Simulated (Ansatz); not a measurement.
## TiB2, response to strain

The parent structure is TiB₂ (space group P6/mmm, No. 191; a = 3.017 Å, c = 3.185 Å). Axes: x lies along a and z along c of the hexagonal cell.

Strains are applied to the cell and any free atomic positions relax.

Level of theory: PBEsol, PAW, 420 eV (Ansatz, a quantum-chemistry and plane-wave program; no spin-orbit coupling).

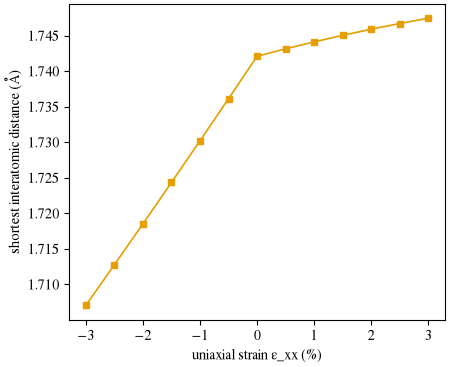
Shortest interatomic distance against uniaxial strain ε_xx

From the plot, what is the shortest interatomic distance for uniaxial strain ε_xx = −2.00 %?

About 1.718 Å.

Is the trend monotonic over the range shown?

Yes, it rises throughout, spanning 1.707 Å to 1.747 Å.

Stability against distortions was not tested. The final runs are not spin-polarised.
